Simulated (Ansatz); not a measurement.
## Two runs on CH$_{7}$GeN

System: CH$_{7}$GeN.
Method of the first run: RKS PBE-D4/def2-SVP (Ansatz 0.2.0).

The geometry comes from this level: PBE0-D4/def2-TZVP. Text and figures count atoms from 1; the logs count them from 0 in places.

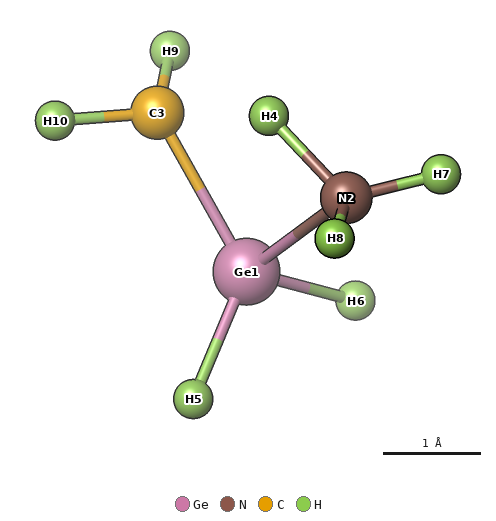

**Figure 1.** The structure (ball-and-stick view, seen at a tilt; atoms are numbered from 1 in the order of the input). Sticks mark near contacts. Bond lengths as drawn: C–Ge 1.88 Å, C–H 1.09 Å, Ge–H 1.54 Å, Ge–N 2.02 Å and H–N 1.02 to 1.20 Å.

**Input, the first run**
```yaml
crystal:
  periodic: [false, false, false]
  atoms:
    - {symbol: Ge, position_ang: [-0.668966, 0.113493, 0.691925]}
    - {symbol: N, position_ang: [1.299697, -0.127062, 0.297446]}
    - {symbol: C, position_ang: [-0.838901, 0.025303, -1.181301]}
    - {symbol: H, position_ang: [0.755052, -0.129097, -0.773102]}
    - {symbol: H, position_ang: [-0.678093, 1.433538, 1.487916]}
    - {symbol: H, position_ang: [-0.956416, -1.075513, 1.629857]}
    - {symbol: H, position_ang: [1.750261, -0.994724, 0.571159]}
    - {symbol: H, position_ang: [1.931086, 0.647883, 0.475199]}
    - {symbol: H, position_ang: [-1.397257, -0.836632, -1.548696]}
    - {symbol: H, position_ang: [-1.196464, 0.942812, -1.650404]}
basis:
  gaussian: {orbitals: def2-SVP}
hamiltonian: {xc: pbe, dispersion: d4}
```

Launched with:
```bash
ansatz run in.yaml --threads 4 --pin off --events-out ev --progress --plain --max-ram 9574MiB
```

Hardware: 4 threads of Arm Neoverse V2, 23 GiB of memory available, shared host.

**Output (the first run)**
```
Functional definition: PBE
  parameter kappa = 0.804
  parameter beta = 0.06672455060314922
  exchange = pbe_x(kappa = kappa, mu = beta*pi^2/3)
  correlation = pbe_c(beta = beta)
1087 factors; their error is unknown
mean field evaluation 1: about -59121.8194 eV, gradient 7.9e1 eV
mean field evaluation 2: about -59059.4164 eV, gradient 1.5e2 eV
mean field evaluation 4: about -59135.9760 eV, gradient 6.7e0 eV
mean field evaluation 8: about -59136.1430 eV, gradient 2.1e-1 eV
mean field evaluation 16: about -59136.0837 eV, gradient 9.6e-5 eV
mean field -59136.08372404 eV, -2173.2109929813 hartree, gradient 1.3e-5 eV, S^2 0.000000; 0 other end points of the search recorded, 0 dependent functions left out
reference -59136.08375943 eV, -2173.2109942819 hartree; 26, 26 occupied and 69, 69 virtual orbitals, 1087 factors
Total energy: -59136.24886178 eV, -2173.2170616813 hartree
```

For the second run the input was changed thus:
```diff
-    - {symbol: Ge, position_ang: [-0.668966, 0.113493, 0.691925]}
-    - {symbol: N, position_ang: [1.299697, -0.127062, 0.297446]}
-    - {symbol: C, position_ang: [-0.838901, 0.025303, -1.181301]}
-    - {symbol: H, position_ang: [0.755052, -0.129097, -0.773102]}
-    - {symbol: H, position_ang: [-0.678093, 1.433538, 1.487916]}
-    - {symbol: H, position_ang: [-0.956416, -1.075513, 1.629857]}
-    - {symbol: H, position_ang: [1.750261, -0.994724, 0.571159]}
-    - {symbol: H, position_ang: [1.931086, 0.647883, 0.475199]}
-    - {symbol: H, position_ang: [-1.397257, -0.836632, -1.548696]}
-    - {symbol: H, position_ang: [-1.196464, 0.942812, -1.650404]}
+    - {symbol: Ge, position_ang: [-0.270665, 0.097498, 0.644361]}
+    - {symbol: N, position_ang: [1.466329, -0.527170, 0.703260]}
+    - {symbol: C, position_ang: [-0.819459, 0.107232, -1.222524]}
+    - {symbol: H, position_ang: [-0.193777, 0.792760, -1.796737]}
+    - {symbol: H, position_ang: [-0.439551, 1.518247, 1.244268]}
+    - {symbol: H, position_ang: [-1.100794, -0.888858, 1.487003]}
+    - {symbol: H, position_ang: [1.796495, -0.722425, 1.638758]}
+    - {symbol: H, position_ang: [2.136224, 0.087862, 0.260652]}
+    - {symbol: H, position_ang: [-0.717134, -0.893949, -1.642159]}
+    - {symbol: H, position_ang: [-1.857668, 0.428800, -1.316880]}
```

Predict how the results change.

With the same method and basis, the second run lies 50.9 kcal/mol lower.

**Output (the second run)**
```
Functional definition: PBE
  parameter kappa = 0.804
  parameter beta = 0.06672455060314922
  exchange = pbe_x(kappa = kappa, mu = beta*pi^2/3)
  correlation = pbe_c(beta = beta)
1087 factors; their error is unknown
mean field evaluation 1: about -59124.7950 eV, gradient 8.0e1 eV
mean field evaluation 2: about -59084.0803 eV, gradient 1.4e2 eV
mean field evaluation 4: about -59137.9217 eV, gradient 1.4e1 eV
mean field evaluation 8: about -59138.3547 eV, gradient 1.3e-1 eV
mean field evaluation 16: about -59138.2983 eV, gradient 7.8e-5 eV
mean field -59138.29829207 eV, -2173.2923768554 hartree, gradient 7.8e-5 eV, S^2 0.000000; 0 other end points of the search recorded, 0 dependent functions left out
reference -59138.29832935 eV, -2173.2923782253 hartree; 26, 26 occupied and 69, 69 virtual orbitals, 1087 factors
Total energy: -59138.45397646 eV, -2173.2980981512 hartree
```

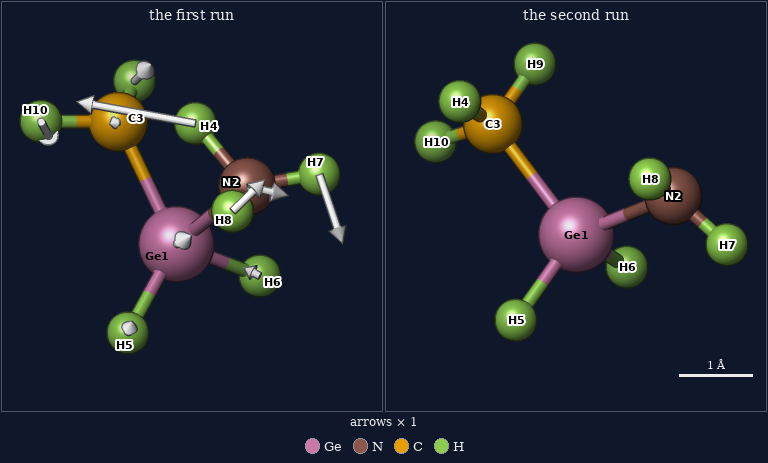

**Figure 2.** The two input geometries at one scale (ball-and-stick view, seen at a tilt). The white arrows on the first give the shifts of the atoms after the best rigid fit, at true length. The largest move after the best rigid fit is that of H4, 1.70 Å. By element the largest moves are H 1.70 Å, N 0.61 Å, Ge 0.40 Å, C 0.17 Å. Among the contacts that change: N2–H4 1.201 → 3.278 Å, C3–H4 1.653 → 1.091 Å, Ge1–N2 2.022 → 1.847 Å, Ge1–C3 1.883 → 1.946 Å.

**The two runs side by side**

| quantity | the first run | the second run |
| --- | --- | --- |
| outcome | converged | converged |
| total energy (hartree) | −2173.217062 | −2173.298098 |
| basis functions | 95 | 95 |
| wall time (shared host) | 0.6 s | 0.55 s |
